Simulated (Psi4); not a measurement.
**C2HF2: single-point calculation**

System: C2HF2, multiplicity 2, SMILES F[C]=CF.
Method: MP2.5/cc-pVDZ, UHF (Psi4 1.11).

The geometry comes from this level: PBE0-D4/def2-TZVP.

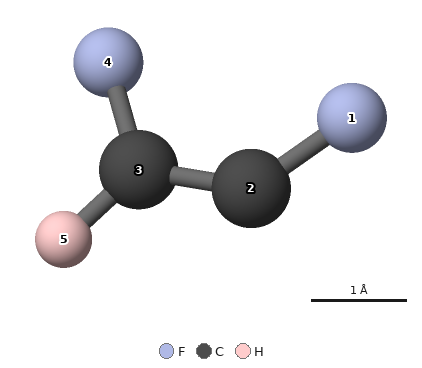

*The input geometry (ball-and-stick view, seen at a tilt; atoms are numbered from 1 in the order of the input).*

Bond lengths as drawn: C–C 1.31 Å, C–F 1.29 to 1.34 Å and C–H 1.08 Å.

Results in brief

| quantity | value |
| --- | --- |
| outcome | converged |
| total energy | −275.683644 hartree |
| SCF energy | −275.089960 hartree |
| MP2 energy | −275.676595 hartree |
| correlation energy | −0.593684 hartree |
| basis functions | 61 |
| ⟨S²⟩ | 0.938 |
| hardware | 1 thread of AMD EPYC (Zen 5), 16 GiB of memory available, shared host |
| wall time | 4.8 s |
| peak memory | 0.29 GiB |

Remarks

Settings chosen away from the usual ones: soscf set to true; guess set to sapgau; r_convergence set to 1e-09. The record of the run, not the program, notes: spin contaminated. ⟨S²⟩ is 0.94 against 0.75 for a pure state: the solution is spin-contaminated.

The input (c2hf2.json)
```
{
 "schema_name": "qcschema_input",
 "schema_version": 1,
 "molecule": {
  "schema_name": "qcschema_molecule",
  "schema_version": 2,
  "symbols": ["F", "C", "C", "F", "H"],
  "geometry": [-1.9830786, 0.89950964, -2.80851097, -0.19653152, -0.34071762, -1.68790337, 0.59356298, -0.33089104, 0.66386079, -0.45731372, 1.13307978, 2.44662841, 2.13746922, -1.50025357, 1.30769048],
  "molecular_charge": 0,
  "molecular_multiplicity": 2
 },
 "driver": "energy",
 "model": {
  "method": "mp2.5",
  "basis": "cc-pVDZ"
 },
 "keywords": {
  "reference": "uhf",
  "freeze_core": true,
  "mp_type": "conv",
  "soscf": true,
  "guess": "sapgau",
  "r_convergence": 1e-09,
  "maxiter": 100
 }
}
```

Launched with:
```bash
psi4 --qcschema c2hf2.json -n 1 --memory 1600MB
```

Output
```
Psi4 1.11 release

   => Loading Basis Set <=

    Name: CC-PVDZ
    Role: ORBITAL
    Keyword: BASIS

         ---------------------------------------------------------
                                   SCF
                              UHF Reference
                        1 Threads,   1525 MiB Core
         ---------------------------------------------------------

  ==> Geometry <==

    Molecular point group: c1
    Full point group: C1

    Geometry (in Bohr), charge = 0, multiplicity = 2:

       Center              X                  Y                   Z               Mass
    ------------   -----------------  -----------------  -----------------  -----------------
         F           -1.357013756590     0.438517239647    -2.525265466491    18.998403162730
         C            0.429533323410    -0.801710020353    -1.404657866491    12.000000000000
         C            1.219627823410    -0.791883440353     0.947106293509    12.000000000000
         F            0.168751123410     0.672087379647     2.729873913509    18.998403162730
         H            2.763534063410    -1.961245970353     1.590935983509     1.007825032230

  Running in c1 symmetry.

  Rotational constants: A =      0.89566  B =      0.18401  C =      0.15265 [cm^-1]
  Rotational constants: A =  26851.12472  B =   5516.59573  C =   4576.37418 [MHz]
  Nuclear repulsion =  105.172288007748520

  Charge       = 0
  Multiplicity = 2
  Electrons    = 31
  Nalpha       = 16
  Nbeta        = 15

  ==> Algorithm <==

  SCF Algorithm Type is PK.
  DIIS enabled.
  MOM disabled.
  Fractional occupation disabled.
  Guess Type is SAPGAU.
  Energy threshold   = 1.00e-08
  Density threshold  = 1.00e-08
  Integral threshold = 1.00e-12

  ==> Primary Basis <==

  Basis Set: CC-PVDZ
    Blend: CC-PVDZ
    Number of shells: 27
    Number of basis functions: 61
    Number of Cartesian functions: 65
    Spherical Harmonics?: true
    Max angular momentum: 2

   => Loading Basis Set <=

    Name: SAP_HELFEM_LARGE
    Role: ORBITAL
    Keyword: SAPGAU_BASIS

  ==> Integral Setup <==

  Using in-core PK algorithm.
   Calculation information:
      Number of atoms:                   5
      Number of AO shells:              27
      Number of primitives:             93
      Number of atomic orbitals:        65
      Number of basis functions:        61

      Integral cutoff                 1.00e-12
      Number of threads:                 1

  Performing in-core PK
  Using 3577772 doubles for integral storage.
  We computed 69980 shell quartets total.
  Whereas there are 71631 unique shell quartets.

  ==> DiskJK: Disk-Based J/K Matrices <==

    J tasked:                  Yes
    K tasked:                  Yes
    wK tasked:                  No
    Memory [MiB]:             1144
    Schwarz Cutoff:          1E-12

  Minimum eigenvalue in the overlap matrix is 3.4932380955E-03.
  Reciprocal condition number of the overlap matrix is 8.7111216701E-04.
    Using symmetric orthogonalization.

  ==> Pre-Iterations <==

   -------------------------------------------------------
    Irrep   Nso     Nmo     Nalpha   Nbeta   Ndocc  Nsocc
   -------------------------------------------------------
     A         61      61      16      15      15       1
   -------------------------------------------------------
    Total      61      61      16      15      15       1
   -------------------------------------------------------

  ==> Iterations <==

                        Total Energy        Delta E     RMS |[F,P]|

   @UHF iter   1:  -274.77496587507460   -2.74775e+02   1.26807e-02 ADIIS/DIIS
   @UHF iter   2:  -275.03499779092806   -2.60032e-01   5.47555e-03 ADIIS/DIIS
   @UHF iter   3:  -275.08222070153192   -4.72229e-02   9.98540e-04 SOSCF, nmicro=5
   @UHF iter   4:  -275.08741559893883   -5.19490e-03   7.80898e-04 SOSCF, nmicro=5
   @UHF iter   5:  -275.08990732300634   -2.49172e-03   6.90355e-05 SOSCF, nmicro=5
   @UHF iter   6:  -275.08995835594169   -5.10329e-05   1.78187e-05 SOSCF, nmicro=5
   @UHF iter   7:  -275.08995951937624   -1.16343e-06   3.61792e-06 SOSCF, nmicro=5
   @UHF iter   8:  -275.08995958045489   -6.10787e-08   1.03753e-06 SOSCF, nmicro=5
   @UHF iter   9:  -275.08995958384224   -3.38736e-09   2.14732e-07 SOSCF, nmicro=5
   @UHF iter  10:  -275.08995958403420   -1.91960e-10   6.14193e-08 SOSCF, nmicro=5
   @UHF iter  11:  -275.08995958404483   -1.06297e-11   1.27179e-08 SOSCF, nmicro=5
   @UHF iter  12:  -275.08995958404563   -7.95808e-13   3.62560e-09 SOSCF, nmicro=conv
  Energy and wave function converged.

  ==> Post-Iterations <==

   @Spin Contamination Metric:   1.875987422E-01
   @S^2 Expected:                7.500000000E-01
   @S^2 Observed:                9.375987422E-01
   @S   Expected:                5.000000000E-01
   @S   Observed:                5.000000000E-01

    Orbital Energies [Eh]
    ---------------------

    Alpha Occupied:

       1A    -26.358447     2A    -26.321186     3A    -11.367162
       4A    -11.333150     5A     -1.691760     6A     -1.637508
       7A     -1.082568     8A     -0.870209     9A     -0.788203
      10A     -0.765019    11A     -0.750863    12A     -0.715827
      13A     -0.683033    14A     -0.602055    15A     -0.489179
      16A     -0.414656

    Alpha Virtual:

      17A      0.181781    18A      0.202142    19A      0.266878
      20A      0.428716    21A      0.472181    22A      0.625151
      23A      0.631851    24A      0.663699    25A      0.716125
      26A      0.753775    27A      0.838149    28A      0.855358
      29A      0.911104    30A      1.148712    31A      1.152886
      32A      1.290534    33A      1.293645    34A      1.346784
      35A      1.430318    36A      1.453684    37A      1.549559
      38A      1.595154    39A      1.637039    40A      1.645943
      41A      1.818400    42A      1.912405    43A      1.930962
      44A      1.938987    45A      2.060555    46A      2.109689
      47A      2.284945    48A      2.560011    49A      2.617387
      50A      2.664900    51A      2.990797    52A      3.940208
      53A      3.946004    54A      3.986890    55A      4.002164
      56A      4.135892    57A      4.229700    58A      4.263370
      59A      4.395054    60A      4.485146    61A      4.655039

    Beta Occupied:

       1A    -26.350246     2A    -26.320458     3A    -11.344084
       4A    -11.327347     5A     -1.667617     6A     -1.634890
       7A     -1.047119     8A     -0.847761     9A     -0.763007
      10A     -0.729411    11A     -0.723611    12A     -0.699888
      13A     -0.684965    14A     -0.594045    15A     -0.399882

    Beta Virtual:

      16A      0.090403    17A      0.202073    18A      0.216164
      19A      0.293491    20A      0.451376    21A      0.494732
      22A      0.632186    23A      0.643966    24A      0.682661
      25A      0.765240    26A      0.806318    27A      0.851263
      28A      0.896667    29A      0.912559    30A      1.170317
      31A      1.170857    32A      1.302022    33A      1.311532
      34A      1.381630    35A      1.469532    36A      1.481238
      37A      1.555028    38A      1.610042    39A      1.643926
      40A      1.659083    41A      1.832478    42A      1.919703
      43A      1.944413    44A      1.945099    45A      2.082059
      46A      2.112258    47A      2.303699    48A      2.570213
      49A      2.625077    50A      2.668225    51A      3.001498
      52A      3.954588    53A      3.961102    54A      3.984969
      55A      3.999632    56A      4.140159    57A      4.243999
      58A      4.270376    59A      4.403907    60A      4.491773
      61A      4.665411

    Final Occupation by Irrep:
              A
    DOCC [    15 ]
    SOCC [     1 ]
    NA   [    16 ]
    NB   [    15 ]

  @UHF Final Energy:  -275.08995958404563

   => Energetics <=

    Nuclear Repulsion Energy =            105.1722880077485200
    One-Electron Energy =                -589.5193387333220016
    Two-Electron Energy =                 209.2570911415278374
    Total Energy =                       -275.0899595840456300

  UHF NO Occupations:
  HONO-2 :   14  A 1.9980717
  HONO-1 :   15  A 1.9060227
  HONO-0 :   16  A 1.0000000
  LUNO+0 :   17  A 0.0939773
  LUNO+1 :   18  A 0.0019283
  LUNO+2 :   19  A 0.0009047
  LUNO+3 :   20  A 0.0007073

Computation Completed

Properties will be evaluated at   0.000000,   0.000000,   0.000000 [a0]

Properties computed using the SCF density matrix

 Multipole Moments:

 ------------------------------------------------------------------------------------
     Multipole            Electronic (a.u.)      Nuclear  (a.u.)        Total (a.u.)
 ------------------------------------------------------------------------------------

 L = 1.  Multiply by 2.5417464519 to convert [e a0] to [Debye]
 Dipole X            :         -1.4278452            1.9641372            0.5362920
 Dipole Y            :          1.0310247           -1.5273652           -0.4963405
 Dipole Z            :         -0.7631683            0.6871026           -0.0760657
 Magnitude           :                                                    0.7346762

 ------------------------------------------------------------------------------------

	total time  =          2 seconds =       0.03 minutes
 MINTS: Wrapper to libmints.

   Calculation information:
      Number of threads:                 1
      Number of atoms:                   5
      Number of AO shells:              27
      Number of SO shells:              27
      Number of primitives:             93
      Number of atomic orbitals:        65
      Number of basis functions:        61

      Number of irreps:                  1
      Integral cutoff                 1.00e-12
      Number of functions per irrep: [  61 ]

 OEINTS: Overlap, kinetic, potential, dipole, and quadrupole integrals
         stored in file 35.

      Computing two-electron integrals...done
      Computed 1693185 non-zero two-electron integrals.
        Stored in file 33.

  Module OCC Options:
  ----------------------------------------------------------------------------
  ACTIVE                        => (empty)
  BASIS_RELATIVISTIC            => (empty)
  BENCH                         => (empty)
  CACHELEVEL                    => (empty)
  CCL_ENERGY                    => (empty)
  CC_MAXITER                    => (empty)
  CC_TYPE                       => (empty)
  CEPA_OS_SCALE                 => (empty)
  CEPA_SOS_SCALE                => (empty)
  CEPA_SS_SCALE                 => (empty)
  CEPA_TYPE                     => (empty)
  CI_TYPE                       => (empty)
  CUBEPROP_BASIS_FUNCTIONS      => (empty)
  CUBEPROP_FILEPATH             => (empty)
  CUBEPROP_ISOCONTOUR_THRESHOLD => (empty)
  CUBEPROP_ORBITALS             => (empty)
  CUBEPROP_TASKS                => (empty)
  CUBIC_BASIS_TOLERANCE         => (empty)
  CUBIC_BLOCK_MAX_POINTS        => (empty)
  CUBIC_GRID_OVERAGE            => (empty)
  CUBIC_GRID_SPACING            => (empty)
  CUTOFF                        => (empty)
  DDX                           => (empty)
  DEBUG                         => (empty)
  DERTYPE                       => (empty)
  DF_BASIS_CC                   => (empty)
  DIE_IF_NOT_CONVERGED          => (empty)
  DIIS_MAX_VECS                 => (empty)
  DIIS_MIN_VECS                 => (empty)
  DKH_ORDER                     => (empty)
  DOCC                          => (empty)
  DO_DIIS                       => (empty)
  DO_LEVEL_SHIFT                => (empty)
  DO_SCS                        => (empty)
  DO_SOS                        => (empty)
  E3_SCALE                      => (empty)
  EA_POLES                      => (empty)
  EKT_EA                        => (empty)
  EKT_IP                        => (empty)
  EP_EA_POLES                   => (empty)
  EP_IP_POLES                   => (empty)
  EP_MAXITER                    => (empty)
  EXTERNAL_POTENTIAL_SYMMETRY   => (empty)
  E_CONVERGENCE                 => 1e-06           !
  FREEZE_CORE                   => 1               !
  FREEZE_CORE_POLICY            => (empty)
  FROZEN_DOCC                   => (empty)
  FROZEN_UOCC                   => (empty)
  INTEGRAL_PACKAGE              => (empty)
  IP_POLES                      => (empty)
  LEVEL_SHIFT                   => (empty)
  LITERAL_CFOUR                 => (empty)
  LS_THC_BASIS_TOLERANCE        => (empty)
  LS_THC_DF                     => (empty)
  LS_THC_PRUNING_SCHEME         => (empty)
  LS_THC_RADIAL_POINTS          => (empty)
  LS_THC_SPHERICAL_POINTS       => (empty)
  LS_THC_S_EPSILON              => (empty)
  LS_THC_WEIGHTS_TOLERANCE      => (empty)
  MAT_NUM_COLUMN_PRINT          => (empty)
  MAX_MOGRAD_CONVERGENCE        => (empty)
  MAX_RADIAL_MOMENT             => (empty)
  MBIS_D_CONVERGENCE            => (empty)
  MBIS_MAXITER                  => (empty)
  MBIS_PRUNING_SCHEME           => (empty)
  MBIS_RADIAL_POINTS            => (empty)
  MBIS_SPHERICAL_POINTS         => (empty)
  MOGRAD_DAMPING                => (empty)
  MOLDEN_WITH_VIRTUAL           => (empty)
  MO_MAXITER                    => (empty)
  MO_READ                       => (empty)
  MO_STEP_MAX                   => (empty)
  MO_WRITE                      => (empty)
  MP2_OS_SCALE                  => (empty)
  MP2_SOS_SCALE                 => (empty)
  MP2_SOS_SCALE2                => (empty)
  MP2_SS_SCALE                  => (empty)
  MP2_TYPE                      => (empty)
  MP_TYPE                       => CONV            !
  NAT_ORBS                      => (empty)
  NUM_FROZEN_DOCC               => (empty)
  NUM_FROZEN_UOCC               => (empty)
  NUM_GPUS                      => (empty)
  OCC_ORBS_PRINT                => (empty)
  OEPROP                        => (empty)
  OPT_METHOD                    => (empty)
  ORBITAL_OPTIMIZER_PACKAGE     => (empty)
  ORB_OPT                       => FALSE           !
  ORB_RESP_SOLVER               => (empty)
  ORTH_TYPE                     => (empty)
  OS_SCALE                      => (empty)
  PARENT_SYMMETRY               => (empty)
  PCG_BETA_TYPE                 => (empty)
  PCG_CONVERGENCE               => (empty)
  PCG_MAXITER                   => (empty)
  PCM                           => (empty)
  PE                            => (empty)
  PRINT                         => (empty)
  PRINT_NOONS                   => (empty)
  PROPERTIES                    => (empty)
  PROPERTIES_ORIGIN             => (empty)
  PUREAM                        => (empty)
  QC_MODULE                     => (empty)
  RAS1                          => (empty)
  RAS2                          => (empty)
  RAS3                          => (empty)
  RAS4                          => (empty)
  RELATIVISTIC                  => (empty)
  RELAXED                       => (empty)
  REMP_A                        => (empty)
  RESTRICTED_DOCC               => (empty)
  RESTRICTED_UOCC               => (empty)
  RMS_MOGRAD_CONVERGENCE        => (empty)
  R_CONVERGENCE                 => 1e-09           !
  SCF_TYPE                      => (empty)
  SCREENING                     => (empty)
  SCS_TYPE                      => (empty)
  SOCC                          => (empty)
  SOS_TYPE                      => (empty)
  SPIN_SCALE_TYPE               => NONE            !
  SS_SCALE                      => (empty)
  SYMMETRIZE                    => (empty)
  TPDM_ABCD_TYPE                => (empty)
  WFN                           => (empty)
  WFN_TYPE                      => OMP2.5          !
  WRITER_FILE_LABEL             => (empty)
  ZORA_BASIS_TOLERANCE          => (empty)
  ZORA_NR_DEBUG                 => (empty)
  ZORA_PRUNING_SCHEME           => (empty)
  ZORA_RADIAL_POINTS            => (empty)
  ZORA_SPHERICAL_POINTS         => (empty)

 ==============================================================================
 ==============================================================================
 ==============================================================================

                             MP2.5

 ==============================================================================
 ==============================================================================
 ==============================================================================

	MO spaces per irreps...

	IRREP   FC   AOCC  BOCC  AVIR    BVIR  FV
	==========================================
	   A     4    12    11    45     46     0
	==========================================

	Computing MP2 energy using SCF MOs (Canonical MP2)...
	==============================================================================
	Nuclear Repulsion Energy (a.u.)    :   105.17228800774852
	SCF Energy (a.u.)                  :  -275.08995958404563
	REF Energy (a.u.)                  :  -275.08995958404563
	Alpha-Alpha Contribution (a.u.)    :    -0.08238703568500
	Alpha-Beta Contribution (a.u.)     :    -0.42704177792396
	Beta-Beta Contribution (a.u.)      :    -0.07720703282642
	Scaled_SS Correlation Energy (a.u.):    -0.05319802283714
	Scaled_OS Correlation Energy (a.u.):    -0.51245013350875
	SCS-MP2 Total Energy (a.u.)        :  -275.65560774039153
	SOS-MP2 Total Energy (a.u.)        :  -275.64511389534675
	SCSN-MP2 Total Energy (a.u.)       :  -275.37084514462578
	SCS-MP2-VDW Total Energy (a.u.)    :  -275.71637009404401
	SOS-PI-MP2 Total Energy (a.u.)     :  -275.68781807313917
	MP2 Correlation Energy (a.u.)      :    -0.58663584643538
	MP2 Total Energy (a.u.)            :  -275.67659543048103
	==============================================================================

	Computing MP2.5 energy using SCF MOs (Canonical MP2.5)...
	==============================================================================
	Nuclear Repulsion Energy (a.u.)    :   105.17228800774852
	SCF Energy (a.u.)                  :  -275.08995958404563
	REF Energy (a.u.)                  :  -275.08995958404563
	Alpha-Alpha Contribution (a.u.)    :    -0.07964967202945
	Alpha-Beta Contribution (a.u.)     :    -0.43988415261987
	Beta-Beta Contribution (a.u.)      :    -0.07415009907510
	0.5 Energy Correction (a.u.)       :    -0.00704807728903
	MP2.5 Correlation Energy (a.u.)    :    -0.59368392372442
	MP2.5 Total Energy (a.u.)          :  -275.68364350777006
	==============================================================================

	total time  =          1 seconds =       0.02 minutes

    Psi4 run time: 0:00:04.00
```
